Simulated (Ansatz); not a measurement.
CH4BSi (doublet)

Input

```
crystal:
  periodic: [false, false, false]
  atoms:
    - {symbol: B, position_ang: [-0.991384, -0.250077, -0.350724]}
    - {symbol: C, position_ang: [0.063076, 0.441865, -1.142660]}
    - {symbol: Si, position_ang: [0.478099, 0.165232, 0.820911]}
    - {symbol: H, position_ang: [-1.758910, -1.137492, -0.530338]}
    - {symbol: H, position_ang: [0.410100, 0.074642, -2.107884]}
    - {symbol: H, position_ang: [0.295927, 1.501505, -1.008331]}
    - {symbol: H, position_ang: [1.468884, -0.884154, 1.237735]}
basis:
  gaussian: {orbitals: def2-TZVPP}
magnetization: {spin_polarized: true, initial_magnetization: 1}
hamiltonian: {xc: pbe0, dispersion: d4}
output: {orbitals: {seedname: orbitals}}
```

Command:

```sh
ansatz run in.yaml --threads 2 --pin off --events-out ev --progress --plain --max-ram 4352MiB
```

Geometry: PBE0-D4/def2-TZVP.

All numbers below come from UKS PBE0-D4/def2-TZVPP (Ansatz).

### What can the converged electron density, electron localisation function and spin density tell about the bonding?

C–B (1.49 Å): ρ at the midpoint is about 1.6 e/Å³; the ELF peaks at about 0.95 between the atoms (a covalent bond).
Si–B (1.92 Å): ρ at the midpoint is about 0.73 e/Å³; the ELF peaks at about 0.80 between the atoms, as expected for a shared electron pair.
C–Si (2.03 Å): ρ is about 0.65 e/Å³ halfway, with its minimum of 0.58 e/Å³ about 1.2 Å from C; the ELF peaks at about 0.75 between the atoms, as expected for a shared electron pair.
The unpaired spin (1 electron) lies mostly on Si3 (about 0.8) and B1 (about 0.1), in electrons by Hirshfeld's partition.

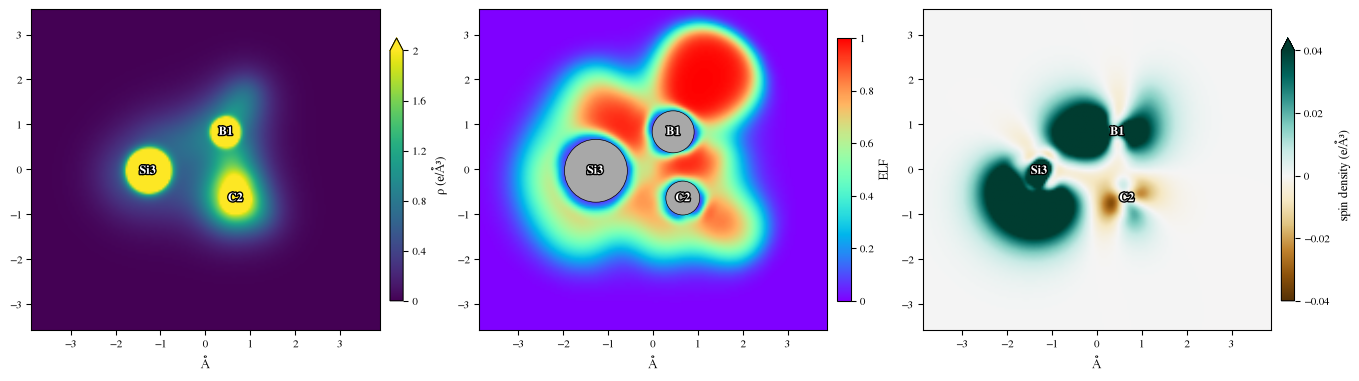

Computed electron density, electron localisation function and spin density on the plane of atoms B1, C2 and Si3, in this order. Grey discs cover the atomic cores in the ELF map. 
